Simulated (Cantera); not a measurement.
Feed: 1 mol Fe2O3, 4.3 mol CH4, 1.7 mol N2, at 24.0 mbar.

Cantera equilibrium calculation (NASA polynomials, part measured and part estimated; ideal gas, pure solids and liquids). Candidate condensed phases: C, C6H6, C7H8, C8H18, Fe, Fe(CO)5, FeO, Fe(OH)2, Fe(OH)3, Fe2O3, Fe3O4, H2O; 140 gas species. Iron dissolves carbon and melts from about 1420 K in contact with it, which pure phases cannot show. Condensed phases not in the tables: cementite and carbon dissolved in iron. Equilibrium is a limit: real reactors are often held back by kinetics, nucleation or transport.

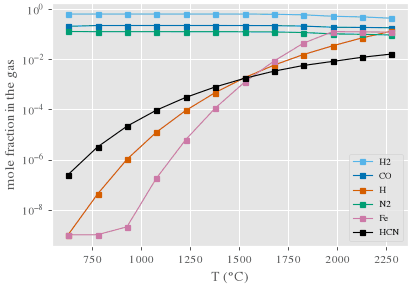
Fig. 1. Equilibrium gas composition (values under 1e-9 drawn at 1e-9)

Problem. Read off the mole fractions at 627 °C.

Solution. H2 about 0.64, CO about 0.21, N2 about 0.13, HCN about 2.5e-7.
